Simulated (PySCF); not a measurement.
**C3H9NP2Si (SMILES N#CCP([SiH3])CP): density, localisation and related maps**

```yaml
atoms:
  - { symbol: N, position_ang: [-0.4210, 1.9157, -2.0356] }
  - { symbol: C, position_ang: [-0.3369, 1.8285, -0.8970] }
  - { symbol: C, position_ang: [-0.2353, 1.6480, 0.5164] }
  - { symbol: P, position_ang: [-0.3810, -0.1634, 0.9953] }
  - { symbol: Si, position_ang: [-2.1411, -0.7938, -0.2580] }
  - { symbol: C, position_ang: [0.9888, -0.8432, -0.0689] }
  - { symbol: P, position_ang: [2.6094, -0.2735, 0.6599] }
  - { symbol: H, position_ang: [-1.0330, 2.1947, 1.0280] }
  - { symbol: H, position_ang: [0.7358, 2.0115, 0.8710] }
  - { symbol: H, position_ang: [-2.4345, -2.1572, 0.1839] }
  - { symbol: H, position_ang: [-3.2336, 0.1152, 0.0852] }
  - { symbol: H, position_ang: [-1.8838, -0.7785, -1.6963] }
  - { symbol: H, position_ang: [0.9057, -0.4809, -1.0982] }
  - { symbol: H, position_ang: [0.9250, -1.9340, -0.0629] }
  - { symbol: H, position_ang: [2.5278, -1.0850, 1.7887] }
  - { symbol: H, position_ang: [3.4001, -1.1951, -0.0228] }
```

Geometry: GFN2-xTB.

Method: PySCF, PBE0/pcSseg-1, SCF density, gas phase, non-relativistic.

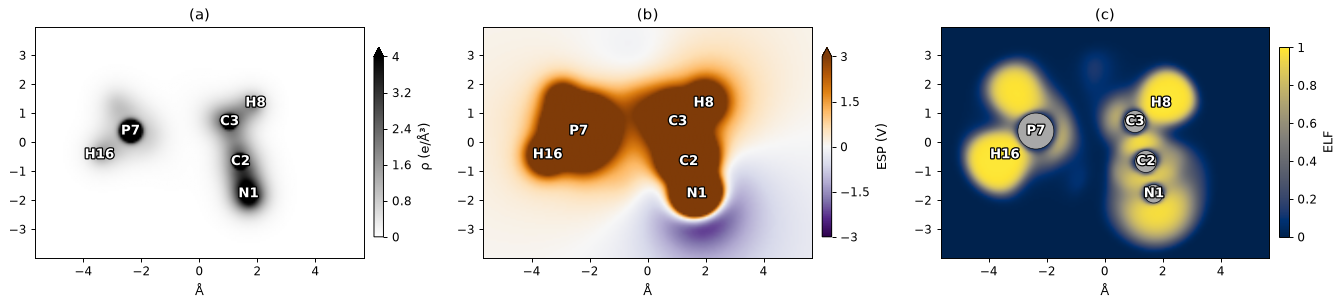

Figure 1. (a) electron density; (b) electrostatic potential; (c) ELF on the plane of atoms C2, C3 and H8. Grey discs cover the atomic cores in the ELF map.

**What does the map show?**

- Atoms in the plane: N, C, P and H.
- C–N (1.15 Å): ρ at the midpoint is about 3.6 e/Å³; the ELF peaks at about 0.85 between the atoms; a short, multiple covalent bond.
- C–C (1.43 Å): ρ is about 1.9 e/Å³ halfway; the ELF peaks at about 0.95 between the atoms: localised, covalent bonding.
- C–H (1.09 Å): ρ at the midpoint is about 2 e/Å³; the ELF climbs to about 1 towards the hydrogen, as it does in any bond to H (a covalent bond by its length).
- P–H (1.39 Å): ρ is about 1.1 e/Å³ halfway; the ELF climbs to about 1 towards the hydrogen.
- The ELF also peaks beside N1, away from the bonds: lone-pair regions.
- Outside the dense part of the molecule the potential is most negative (−2.2 V) near N1.

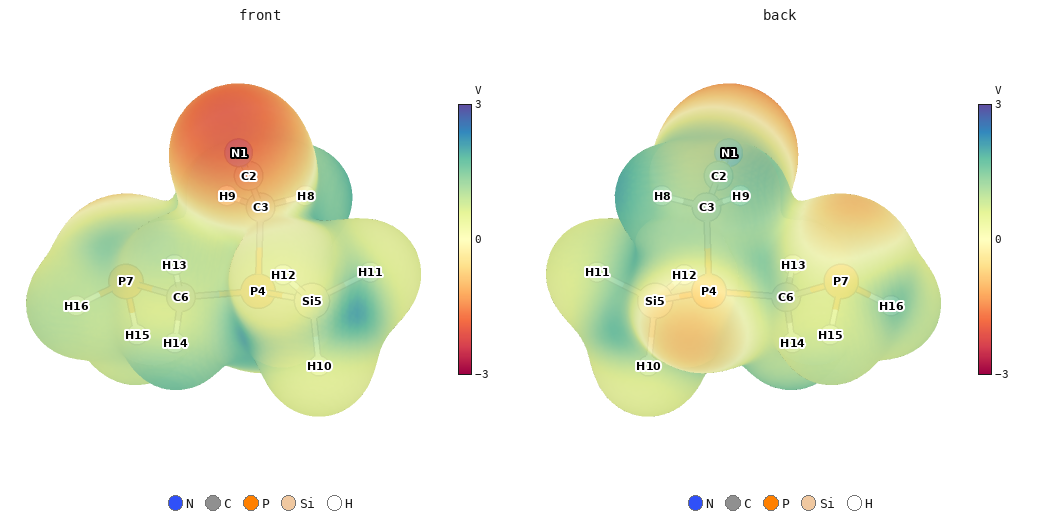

Figure 2. The electrostatic potential painted on the density surface at 0.004 e/bohr³, seen from the front and from behind; the colour scale runs from red (negative) to blue (positive).

**Where is the surface potential most negative and most positive?**

The most negative region (about −2.0 V) lies over N1, the most positive (about +1.9 V) over Si5 and H8. N1 is the likeliest acceptor of a hydrogen bond.

**What dipole moment does the calculation give?**

Its dipole moment is 2.73 D.
